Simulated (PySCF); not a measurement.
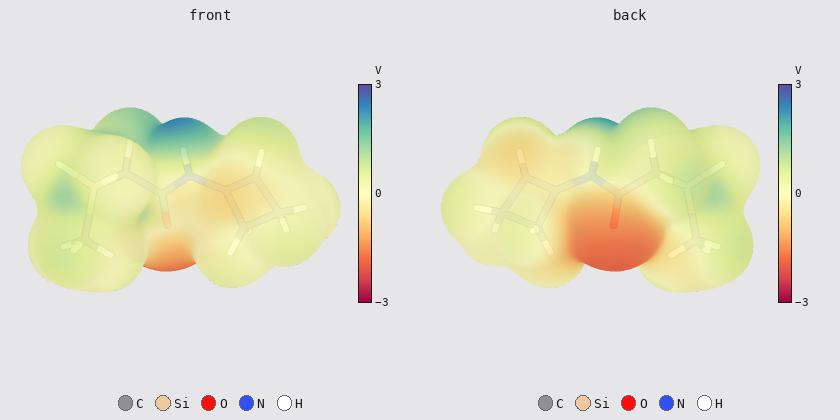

*C7H13NOSi. The molecular electrostatic potential painted on the density surface at 0.002 e/bohr³, seen from the front and from behind; red is negative and blue positive.*

Geometry: GFN2-xTB.

The calculation used PBE0/pcSseg-1, SCF density, gas phase, non-relativistic in PySCF.

```xyz
23

C    -3.2152   -0.6664    1.0555
Si   -2.6259    1.0696    0.5926
C    -1.6670    0.9755   -1.0663
C    -0.4838    0.0768   -0.8831
O    -0.5099   -1.1201   -1.0707
N     0.6301    0.7297   -0.4187
C     1.8290    0.1223   -0.1049
C     3.0034    0.5612    0.3560
C     3.6179   -0.8145    0.3602
C     2.2518   -1.3165   -0.1734
H    -4.0541   -0.9765    0.4380
H    -2.4191   -1.3913    0.9067
H    -3.5323   -0.7200    2.0928
H    -3.7448    2.0000    0.4016
H    -1.7095    1.6140    1.6070
H    -2.3134    0.5470   -1.8296
H    -1.3599    1.9681   -1.3904
H     0.5823    1.7286   -0.2757
H     3.3954    1.5227    0.6298
H     3.8935   -1.2005    1.3406
H     4.4516   -0.9530   -0.3267
H     2.2667   -1.7425   -1.1734
H     1.7086   -1.9870    0.4880
```

Which sites attract a positive test charge, and which a negative one?

A positive charge is drawn to the negative regions and a negative charge to the positive ones. The most negative region (about −1.9 V, or −44 kcal/mol for a unit charge) lies over O5, the most positive (about +2.3 V, or +53 kcal/mol for a unit charge) over H18. O5 is the likeliest acceptor of a hydrogen bond.
